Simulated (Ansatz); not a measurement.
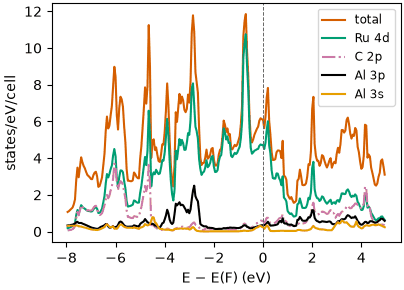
Figure. Total and projected density of states of AlRu2C in space group P6_3/mmc (No. 194; Al on 2d, Ru on 4f, C on 2a), DFT-PBE in the program Ansatz with PAW potentials

Problem. Which orbitals carry the states next to the Fermi level?

Solution. Within 0.5 eV of the Fermi level: Ru 4d 79 %, C 2p 9 %, Al 3p 6 %. Projections are on Löwdin-orthogonalised atomic valence shells; empty p or d shells of many metals are not among them.

Problem. Where is the tallest occupied peak in this window, and what makes it?

Solution. Near -0.7 eV, about 12 states/eV per cell; the largest projected share is Ru 4d.

The start of the workflow was typed in or built on a structure type; neither database checked (COD, Materials Project) lists it. Whether it is the stable phase at ambient conditions was not checked. The PBE relaxation kept the symmetry of its start; its stability against distortions is not shown here. No spin polarisation was allowed. Scalar-relativistic: spin–orbit coupling is off unless named, which matters more the heavier the elements.

Potentials: the earlier of the program's two PAW sets.
